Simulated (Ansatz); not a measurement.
**Run report: GeSiH5OF, geometry relaxation**

GeSiH5OF, computed with RKS PBE-D4/def2-SVP (Ansatz 0.2.0).

The geometry: force-field start. Figures and captions count atoms from 1; the log counts them from 0 in places.

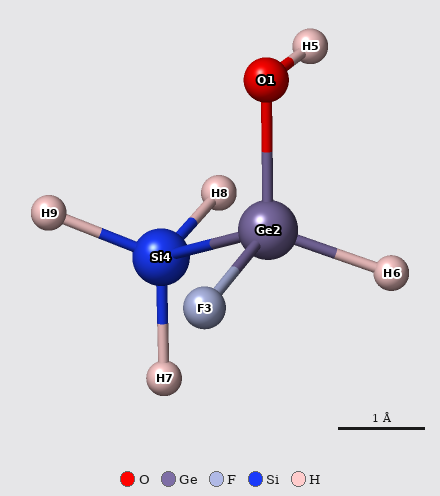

*The starting structure (ball-and-stick view, seen at a tilt; atoms are numbered from 1 in the order of the input). Sticks mark near contacts.*

Bond lengths as drawn: F–Ge 1.76 Å, Ge–H 1.54 Å, Ge–O 1.79 Å, Ge–Si 2.36 Å, H–O 0.96 Å and H–Si 1.43 to 1.47 Å.

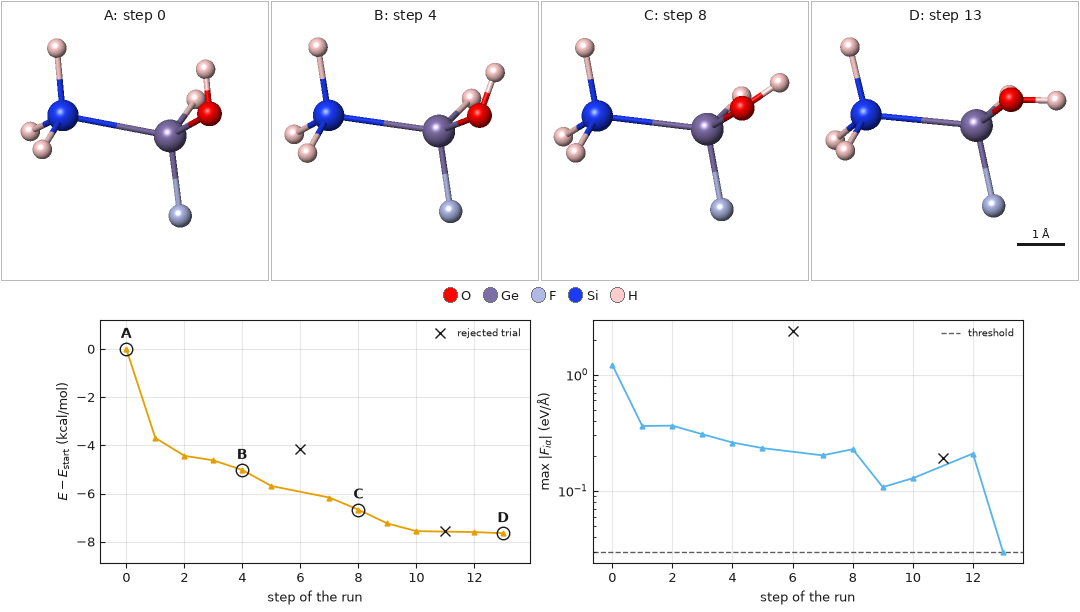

*Frames of the relaxation (ball-and-stick view, seen at a tilt) above the curves, on which the letters mark them (the first geometry is step 0 here and step 1 in the log).*

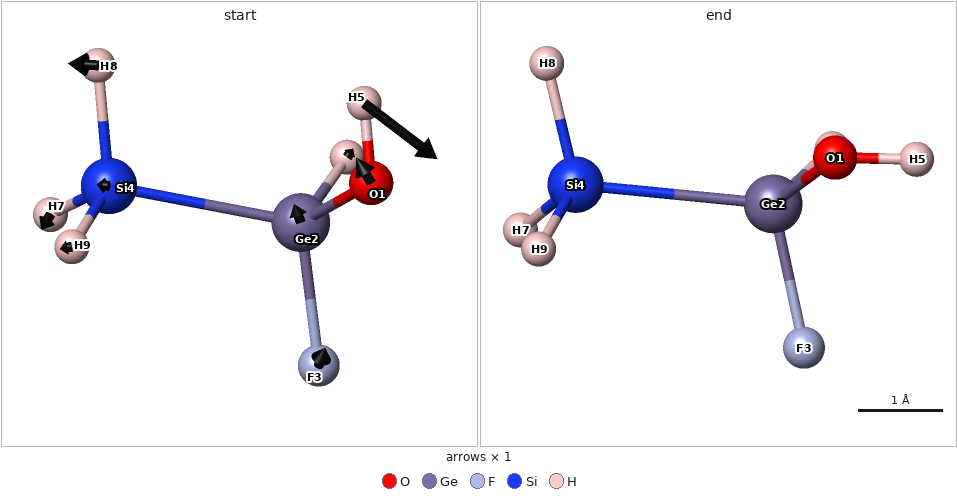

*Before (left) and after (right) the relaxation, at one scale (ball-and-stick view, seen at a tilt). The black arrows give the displacements, at true length.*

The energy falls by 7.65 kcal/mol in 13 geometry steps. The largest force component goes from 1.2 to 0.03 eV/Å. The line search rejected the trial steps at points 6, 11 (counted from 0) and went back. H5 moves most after the best rigid fit: 1.11 Å. Largest moves by element: H 1.11 Å, O 0.36 Å, F 0.29 Å, Ge 0.24 Å, Si 0.16 Å. Among the contacts that change: Si4–H9 1.433 → 1.500 Å, Si4–H7 1.460 → 1.502 Å, Si4–H8 1.471 → 1.503 Å, Ge2–Si4 2.364 → 2.393 Å. Among the angles that change: Si4–Ge2–H6 111.3° → 119.3°, Ge2–O1–H5 104.4° → 111.2°, H7–Si4–H9 114.2° → 110.2°. (Atoms are counted from 1 in the order of the input.)

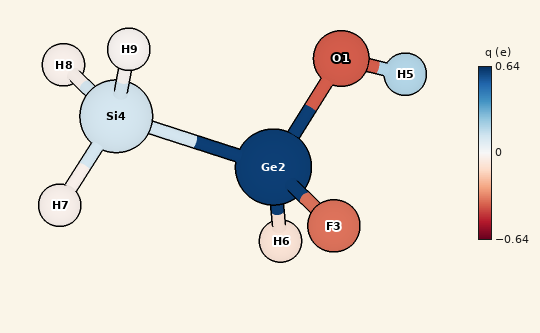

*Mulliken charges, as the colour of each atom (ball-and-stick view, seen at a tilt; atoms are numbered from 1 in the order of the input).*

By element: O −0.39, Ge +0.60, F −0.35, Si +0.11 and H −0.09 to +0.19 e.

The input that produced these results follows, with the program's output.

### Input
```yaml
crystal:
  periodic: [false, false, false]
  atoms:
    - {symbol: O, position_ang: [-0.849000, 0.771100, 1.764000]}
    - {symbol: Ge, position_ang: [-0.726100, 0.699400, -0.025300]}
    - {symbol: F, position_ang: [-0.391800, 2.291800, -0.693500]}
    - {symbol: Si, position_ang: [1.074100, -0.743600, -0.541300]}
    - {symbol: H, position_ang: [-1.135400, -0.108600, 2.019800]}
    - {symbol: H, position_ang: [-2.043600, 0.193100, -0.643800]}
    - {symbol: H, position_ang: [1.168500, -0.846800, -1.994200]}
    - {symbol: H, position_ang: [0.734800, -2.065600, 0.008100]}
    - {symbol: H, position_ang: [2.257000, -0.237100, 0.089100]}
basis:
  gaussian: {orbitals: def2-SVP}
hamiltonian: {xc: pbe, dispersion: d4}
relax: {f_tol: 0.03, max_steps: 200}
```

Launch command:
```bash
ansatz run in.yaml --threads 4 --pin off --events-out ev --progress --plain --max-ram 10444MiB
```

### Log
```
Functional definition: PBE
  name "PBE"
  cite "Perdew, Burke & Ernzerhof, Phys. Rev. Lett. 77, 3865 (1996) doi:10.1103/PhysRevLett.77.3865"
  parent pbe
  parameter kappa = 0.804
  parameter beta = 0.06672455060314922
  exchange = pbe_x(kappa = kappa, mu = beta*pi^2/3)
  correlation = pbe_c(beta = beta)
1128 factors; their error is unknown
mean field evaluation 1: about -69204.1237 eV, gradient 6.6e1 eV
mean field evaluation 2: about -69154.4313 eV, gradient 1.7e2 eV
mean field evaluation 4: about -69210.9774 eV, gradient 1.5e1 eV
mean field evaluation 8: about -69211.3998 eV, gradient 2.8e-1 eV
mean field evaluation 16: about -69211.3211 eV, gradient 7.1e-5 eV
mean field -69211.32110872 eV, -2543.4691376272 hartree, gradient 1.3e-5 eV, S^2 0.000000; 0 other end points of the search recorded, 0 dependent functions left out
the calculation of the forces begins
reference -69211.32114369 eV, -2543.4691389121 hartree; 34, 34 occupied and 69, 69 virtual orbitals, 1128 factors
relax step   1: F+E_penalty+E_count = -69211.49481866 eV  Δ(F+E_penalty+E_count) = +0.000e0 eV  max|allowed force component| = 1.221e0 eV/Å  Δτ_max = 0.0000 Å  (27 SCF iters, accepted)
these checks for a lower state are left out or cut short: starts, cluster_reference, orbital_swaps, neighbouring_geometries, increment
1128 factors; their error is unknown
mean field -69211.48518671 eV, -2543.4751673820 hartree, gradient 6.6e-6 eV, S^2 0.000000; 0 other end points of the search recorded, 0 dependent functions left out
[... from here on the field's lines of each further geometry are left out, up to the last ...]
relax step   2: F+E_penalty+E_count = -69211.65489320 eV  Δ(F+E_penalty+E_count) = -1.601e-1 eV  max|allowed force component| = 3.618e-1 eV/Å  Δτ_max = 0.1948 Å  (28 SCF iters, accepted)
relax step   3: F+E_penalty+E_count = -69211.68703677 eV  Δ(F+E_penalty+E_count) = -3.214e-2 eV  max|allowed force component| = 3.643e-1 eV/Å  Δτ_max = 0.0777 Å  (28 SCF iters, accepted)
relax step   4: F+E_penalty+E_count = -69211.69528262 eV  Δ(F+E_penalty+E_count) = -8.246e-3 eV  max|allowed force component| = 3.073e-1 eV/Å  Δτ_max = 0.0468 Å  (28 SCF iters, accepted)
relax step   5: F+E_penalty+E_count = -69211.71261068 eV  Δ(F+E_penalty+E_count) = -1.733e-2 eV  max|allowed force component| = 2.607e-1 eV/Å  Δτ_max = 0.2000 Å  (32 SCF iters, accepted)
relax step   6: F+E_penalty+E_count = -69211.74142389 eV  Δ(F+E_penalty+E_count) = -2.881e-2 eV  max|allowed force component| = 2.335e-1 eV/Å  Δτ_max = 0.2000 Å  (33 SCF iters, accepted)
relax step   7: F+E_penalty+E_count = -69211.67452083 eV  Δ(F+E_penalty+E_count) = +6.690e-2 eV  max|allowed force component| = 2.400e0 eV/Å  Δτ_max = 0.1953 Å  (33 SCF iters, rejected (line search))
relax step   8: F+E_penalty+E_count = -69211.76219053 eV  Δ(F+E_penalty+E_count) = -2.077e-2 eV  max|allowed force component| = 2.022e-1 eV/Å  Δτ_max = 0.0977 Å  (28 SCF iters, accepted)
relax step   9: F+E_penalty+E_count = -69211.78390746 eV  Δ(F+E_penalty+E_count) = -2.172e-2 eV  max|allowed force component| = 2.283e-1 eV/Å  Δτ_max = 0.1000 Å  (28 SCF iters, accepted)
relax step  10: F+E_penalty+E_count = -69211.80882228 eV  Δ(F+E_penalty+E_count) = -2.491e-2 eV  max|allowed force component| = 1.078e-1 eV/Å  Δτ_max = 0.1500 Å  (29 SCF iters, accepted)
relax step  11: F+E_penalty+E_count = -69211.82266160 eV  Δ(F+E_penalty+E_count) = -1.384e-2 eV  max|allowed force component| = 1.284e-1 eV/Å  Δτ_max = 0.2000 Å  (33 SCF iters, accepted)
relax step  12: F+E_penalty+E_count = -69211.82198579 eV  Δ(F+E_penalty+E_count) = +6.758e-4 eV  max|allowed force component| = 1.914e-1 eV/Å  Δτ_max = 0.0224 Å  (28 SCF iters, rejected (line search))
relax step  13: F+E_penalty+E_count = -69211.82434559 eV  Δ(F+E_penalty+E_count) = -1.684e-3 eV  max|allowed force component| = 2.094e-1 eV/Å  Δτ_max = 0.0111 Å  (29 SCF iters, accepted)
the calculation of the forces begins
reference -69211.65572211 eV, -2543.4814344424 hartree; 34, 34 occupied and 69, 69 virtual orbitals, 1128 factors
relax step  14: F+E_penalty+E_count = -69211.82645409 eV  Δ(F+E_penalty+E_count) = -2.108e-3 eV  max|allowed force component| = 2.996e-2 eV/Å  Δτ_max = 0.0622 Å  (28 SCF iters, accepted)
1128 factors; their error is unknown
mean field evaluation 128: about -69211.6557 eV, gradient 2.8e-3 eV
mean field -69211.65568641 eV, -2543.4814331305 hartree, gradient 9.6e-6 eV, S^2 0.000000; 1 other end points of the search recorded, 0 dependent functions left out
the calculation of the forces begins
reference -69211.65572211 eV, -2543.4814344424 hartree; 34, 34 occupied and 69, 69 virtual orbitals, 1128 factors
Total energy: -69211.82648978 eV, -2543.4877100386 hartree
Atom 0 at    -0.804398     0.414282     1.816967 Å, force    -0.002699     0.006348    -0.009451 eV/Å
Atom 1 at    -0.743224     0.457618     0.024646 Å, force    -0.025303     0.005269     0.000565 eV/Å
Atom 2 at    -0.468474     2.144131    -0.441839 Å, force    -0.011302    -0.022789     0.001755 eV/Å
Atom 3 at     1.169436    -0.817088    -0.640718 Å, force    -0.016339     0.008674     0.024068 eV/Å
Atom 4 at    -1.595891     0.876605     2.154395 Å, force     0.029960    -0.015841    -0.013936 eV/Å
Atom 5 at    -2.140336     0.109855    -0.579457 Å, force     0.019445     0.016513    -0.000688 eV/Å
Atom 6 at     1.304619    -0.725894    -2.133957 Å, force     0.002306     0.002906    -0.010056 eV/Å
Atom 7 at     0.976491    -2.252792    -0.241348 Å, force    -0.004862    -0.006313     0.002781 eV/Å
Atom 8 at     2.390277    -0.253017     0.024212 Å, force     0.008793     0.005234     0.004963 eV/Å
Dipole moment:    -0.188730    -0.288412    -0.016257 e Å
```

### Trajectory as extended XYZ (Å, eV, eV/Å), 14 frames, from step=1 to step=14
```
9
Properties=species:S:1:pos:R:3:forces:R:3 step=1 energy=-69211.49482
O    -0.8490    0.7711    1.7640    0.1772   1.0598  -0.1952
Ge   -0.7261    0.6994   -0.0253    0.2344  -0.3649  -0.3163
F    -0.3918    2.2918   -0.6935   -0.1166   0.0363   0.3209
Si    1.0741   -0.7436   -0.5413   -0.8641   0.1116  -0.1119
H    -1.1354   -0.1086    2.0198   -0.3033  -0.7405   0.4789
H    -2.0436    0.1931   -0.6438   -0.4439   0.1451  -0.1113
H     1.1685   -0.8468   -1.9942    0.2327  -0.0852  -0.8116
H     0.7348   -2.0656    0.0081   -0.1376  -0.5721   0.2613
H     2.2570   -0.2371    0.0891    1.2213   0.4100   0.4852
9
Properties=species:S:1:pos:R:3:forces:R:3 step=2 energy=-69211.65489
O    -0.9536    0.8591    1.7730    0.1677  -0.2459  -0.3005
Ge   -0.7369    0.6202   -0.0093   -0.3353   0.3400  -0.0183
F    -0.4383    2.2495   -0.6030    0.0889   0.0028   0.0908
Si    1.1399   -0.7585   -0.5997   -0.3618  -0.1178   0.0573
H    -1.2569   -0.0009    2.1275   -0.0155   0.1276   0.1739
H    -2.1434    0.2638   -0.6073    0.1550  -0.1314  -0.0334
H     1.2967   -0.8899   -2.0768   -0.0237   0.0451  -0.2041
H     0.7791   -2.0973   -0.0372    0.0324  -0.2097   0.0538
H     2.4018   -0.2923    0.0158    0.2921   0.1893   0.1805
9
Properties=species:S:1:pos:R:3:forces:R:3 step=3 energy=-69211.68704
O    -0.8805    0.8375    1.7579   -0.1211  -0.3643  -0.2622
Ge   -0.7660    0.6303   -0.0395    0.0696   0.1513   0.2027
F    -0.4186    2.2699   -0.5797   -0.0311  -0.0926   0.0232
Si    1.1157   -0.7690   -0.5823   -0.1129  -0.0466  -0.0353
H    -1.2490    0.0043    2.1251    0.0718   0.2808   0.0521
H    -2.1608    0.2477   -0.6464    0.0938   0.0257   0.0294
H     1.2701   -0.8773   -2.0730    0.0230  -0.0077  -0.0124
H     0.7969   -2.1312   -0.0212    0.0309   0.0002  -0.0144
H     2.3807   -0.2584    0.0420   -0.0238   0.0532   0.0168
9
Properties=species:S:1:pos:R:3:forces:R:3 step=4 energy=-69211.69528
O    -0.8780    0.8385    1.7621   -0.0871  -0.3073  -0.2005
Ge   -0.7547    0.6277   -0.0308    0.0104   0.0874   0.1589
F    -0.4121    2.2670   -0.5710   -0.0017  -0.0700   0.0150
Si    1.1100   -0.7792   -0.5937    0.0067  -0.0034  -0.0009
H    -1.2847    0.0300    2.1412    0.0669   0.2408   0.0186
H    -2.1411    0.2407   -0.6415    0.0091   0.0222   0.0145
H     1.2742   -0.8839   -2.0855    0.0023   0.0102   0.0206
H     0.8130   -2.1485   -0.0364    0.0195   0.0265  -0.0097
H     2.3618   -0.2385    0.0384   -0.0261  -0.0064  -0.0163
9
Properties=species:S:1:pos:R:3:forces:R:3 step=5 energy=-69211.71261
O    -0.8290    0.8036    1.7669   -0.1632  -0.2512   0.2607
Ge   -0.7435    0.5940   -0.0079    0.0964  -0.0964  -0.2145
F    -0.3767    2.2213   -0.5576    0.0155   0.0882  -0.0566
Si    1.1265   -0.7934   -0.6144   -0.1178   0.0782   0.0418
H    -1.4459    0.1476    2.1541    0.1019   0.2210  -0.0213
H    -2.1449    0.2307   -0.5941   -0.0197  -0.0083   0.0189
H     1.2715   -0.8571   -2.1076    0.0146  -0.0120  -0.0210
H     0.8703   -2.1726   -0.0708    0.0158  -0.0223  -0.0121
H     2.3602   -0.2203    0.0142    0.0565   0.0029   0.0042
9
Properties=species:S:1:pos:R:3:forces:R:3 step=6 energy=-69211.74142
O    -0.7871    0.7284    1.7944   -0.1513  -0.2335  -0.0148
Ge   -0.7327    0.5664    0.0007   -0.0302  -0.0646   0.1360
F    -0.3652    2.1953   -0.5545   -0.0125   0.0813  -0.0447
Si    1.1374   -0.7945   -0.6296    0.0121  -0.0067   0.0120
H    -1.5826    0.2930    2.1666    0.1539   0.1971  -0.1136
H    -2.1532    0.2138   -0.5525    0.0425   0.0005   0.0251
H     1.2849   -0.8390   -2.1252   -0.0138   0.0142   0.0064
H     0.9120   -2.1899   -0.1127   -0.0081   0.0061  -0.0048
H     2.3750   -0.2198   -0.0043    0.0073   0.0055  -0.0016
9
Properties=species:S:1:pos:R:3:forces:R:3 step=7 energy=-69211.67452 accepted=F
O    -0.7380    0.6379    1.8140   -2.3888  -0.6380   0.6048
Ge   -0.7210    0.5385    0.0052   -0.1029   0.0125   0.3362
F    -0.3790    2.1825   -0.5353   -0.0265   0.0547  -0.0610
Si    1.1532   -0.7980   -0.6422    0.0980  -0.0690  -0.0233
H    -1.7028    0.4470    2.1641    2.3997   0.5757  -0.8951
H    -2.1587    0.1973   -0.5180    0.1135   0.0025   0.0159
H     1.2973   -0.8245   -2.1411   -0.0295   0.0228   0.0486
H     0.9404   -2.2038   -0.1431   -0.0071   0.0454  -0.0131
H     2.3970   -0.2232   -0.0207   -0.0563  -0.0066  -0.0129
9
Properties=species:S:1:pos:R:3:forces:R:3 step=8 energy=-69211.76219
O    -0.7590    0.6667    1.7993   -0.1696  -0.2022  -0.0091
Ge   -0.7266    0.5561    0.0024    0.0017  -0.0129   0.1250
F    -0.3911    2.1989   -0.5450   -0.0213   0.0261  -0.0275
Si    1.1463   -0.7942   -0.6339    0.0295  -0.0148   0.0006
H    -1.6261    0.3795    2.1539    0.1693   0.1745  -0.0953
H    -2.1502    0.1992   -0.5331    0.0245  -0.0075   0.0051
H     1.2942   -0.8300   -2.1302   -0.0129   0.0176   0.0167
H     0.9132   -2.1921   -0.1265   -0.0072   0.0137  -0.0077
H     2.3878   -0.2302   -0.0041   -0.0139   0.0056  -0.0078
9
Properties=species:S:1:pos:R:3:forces:R:3 step=9 energy=-69211.78391
O    -0.7359    0.5948    1.8009   -0.2283  -0.1506   0.0092
Ge   -0.7271    0.5417    0.0030    0.0398  -0.0211   0.0784
F    -0.4160    2.1961   -0.5305   -0.0276   0.0250  -0.0138
Si    1.1513   -0.7943   -0.6362    0.0253  -0.0210  -0.0002
H    -1.6423    0.4782    2.1548    0.2013   0.1389  -0.0909
H    -2.1468    0.1837   -0.5387    0.0098  -0.0024   0.0214
H     1.3024   -0.8172   -2.1320   -0.0091   0.0177   0.0126
H     0.9128   -2.1951   -0.1406    0.0012   0.0089  -0.0094
H     2.3900   -0.2341    0.0021   -0.0123   0.0046  -0.0074
9
Properties=species:S:1:pos:R:3:forces:R:3 step=10 energy=-69211.80882
O    -0.7405    0.5127    1.8018   -0.0912  -0.0694   0.0417
Ge   -0.7154    0.5137    0.0074   -0.0960   0.0067   0.0505
F    -0.4481    2.1859   -0.5007    0.0030   0.0144  -0.0166
Si    1.1648   -0.8033   -0.6406    0.0032   0.0015   0.0091
H    -1.6513    0.6270    2.1378    0.1078   0.0683  -0.0270
H    -2.1359    0.1542   -0.5298    0.0172  -0.0067  -0.0279
H     1.2997   -0.7826   -2.1370    0.0205  -0.0046   0.0073
H     0.9208   -2.2099   -0.1687    0.0160  -0.0062  -0.0209
H     2.3943   -0.2442    0.0128    0.0194  -0.0040  -0.0162
9
Properties=species:S:1:pos:R:3:forces:R:3 step=11 energy=-69211.82266
O    -0.7780    0.4192    1.8092   -0.1284   0.0552  -0.0220
Ge   -0.7518    0.4674    0.0140    0.0944   0.0311   0.0188
F    -0.4506    2.1451   -0.4708   -0.0815  -0.0204   0.0296
Si    1.1663   -0.7983   -0.6406   -0.0348  -0.0857   0.0209
H    -1.5965    0.8167    2.1693    0.1101  -0.0372  -0.0557
H    -2.1546    0.1158   -0.5767    0.0306   0.0407   0.0218
H     1.3167   -0.7373   -2.1344   -0.0044   0.0075   0.0023
H     0.9427   -2.2223   -0.2140    0.0286  -0.0238  -0.0227
H     2.3944   -0.2527    0.0269   -0.0146   0.0326   0.0068
9
Properties=species:S:1:pos:R:3:forces:R:3 step=12 energy=-69211.82199 accepted=F
O    -0.7797    0.4125    1.8184    0.0112   0.0038  -0.1914
Ge   -0.7533    0.4641    0.0211    0.1726  -0.0309  -0.0009
F    -0.4476    2.1389   -0.4688   -0.0804   0.0008   0.0446
Si    1.1643   -0.8006   -0.6389   -0.0355  -0.0688   0.0096
H    -1.5945    0.8296    2.1511   -0.0832   0.0520   0.1109
H    -2.1532    0.1169   -0.5750    0.0044   0.0371   0.0325
H     1.3107   -0.7305   -2.1329   -0.0025   0.0037   0.0039
H     0.9514   -2.2279   -0.2193    0.0230  -0.0264  -0.0179
H     2.3905   -0.2493    0.0272   -0.0097   0.0288   0.0086
9
Properties=species:S:1:pos:R:3:forces:R:3 step=13 energy=-69211.82435
O    -0.7816    0.4220    1.8071    0.2094  -0.1068  -0.1263
Ge   -0.7459    0.4686    0.0131   -0.0077   0.0332   0.0337
F    -0.4604    2.1492   -0.4677   -0.0427  -0.0109   0.0180
Si    1.1663   -0.8045   -0.6400   -0.0033  -0.0370   0.0125
H    -1.5929    0.8158    2.1671   -0.1937   0.1114   0.0588
H    -2.1504    0.1200   -0.5750    0.0346   0.0231   0.0094
H     1.3171   -0.7381   -2.1337   -0.0063   0.0004   0.0043
H     0.9449   -2.2288   -0.2155    0.0225  -0.0258  -0.0150
H     2.3913   -0.2504    0.0274   -0.0129   0.0124   0.0047
9
Properties=species:S:1:pos:R:3:forces:R:3 step=14 energy=-69211.82645
O    -0.8044    0.4143    1.8170   -0.0027   0.0063  -0.0095
Ge   -0.7432    0.4576    0.0246   -0.0253   0.0053   0.0006
F    -0.4685    2.1441   -0.4418   -0.0113  -0.0228   0.0018
Si    1.1694   -0.8171   -0.6407   -0.0163   0.0087   0.0241
H    -1.5959    0.8766    2.1544    0.0300  -0.0158  -0.0139
H    -2.1403    0.1099   -0.5795    0.0194   0.0165  -0.0007
H     1.3046   -0.7259   -2.1340    0.0023   0.0029  -0.0101
H     0.9765   -2.2528   -0.2413   -0.0049  -0.0063   0.0028
H     2.3903   -0.2530    0.0242    0.0088   0.0052   0.0050
```

### Results in brief

| quantity | value |
| --- | --- |
| outcome | converged |
| total energy | −69211.8265 eV |
| mean-field energy | −69211.6557 eV |
| dispersion energy | −0.1708 eV |
| SCF solution under orbital rotations | stable |
| largest force (length of the vector) at the end | 0.037 eV/Å |
| dipole moment | 1.66 D |
| hardware | 4 threads of Arm Neoverse V1, 23 GiB of memory available, shared host |
| wall time | 17 s (CPU time 59 s) |
| peak memory | 0.15 GiB |
